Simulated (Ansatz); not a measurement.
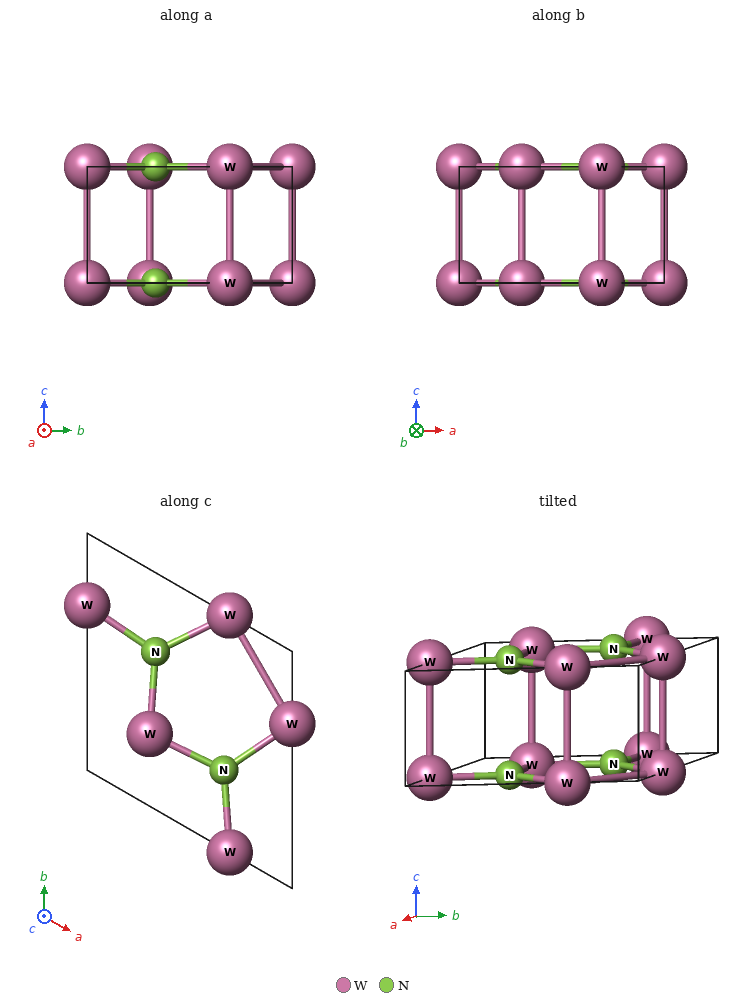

Shown here is a ball-and-stick view of the crystal, taken along the a axis, along the b axis, along the c axis and slightly off an axis. The parallelepiped is the conventional unit cell.

Lattice parameters: a = 5.5564 Å, b = 5.5564 Å, c = 2.7258 Å, α = 90.000°, β = 90.000°, γ = 120.000°.

Q: Convert the drawing into a CIF in P1 with every atom of the cell, with free fractional coordinates to two decimals.

A:
```cif
data_structure
_symmetry_space_group_name_H-M 'P 1'
_symmetry_Int_Tables_number 1
_cell_length_a 5.5564
_cell_length_b 5.5564
_cell_length_c 2.7258
_cell_angle_alpha 90.000
_cell_angle_beta 90.000
_cell_angle_gamma 120.000
_cell_volume 72.88
loop_
_atom_site_label
_atom_site_type_symbol
_atom_site_fract_x
_atom_site_fract_y
_atom_site_fract_z
_atom_site_occupancy
W1 W 0.69 0.00 0.00 1
W2 W 0.00 0.69 0.00 1
W3 W 0.31 0.31 0.00 1
N1 N 0.3333 0.6667 0.00 1
N2 N 0.6667 0.3333 0.00 1
```

The structure comes from a random cell made by a generator, so it need not be a real form of the compound. It is drawn as it came out of a relaxation with DFT PBE, scalar-relativistic, plane waves, PAW in Ansatz 0.2.0.
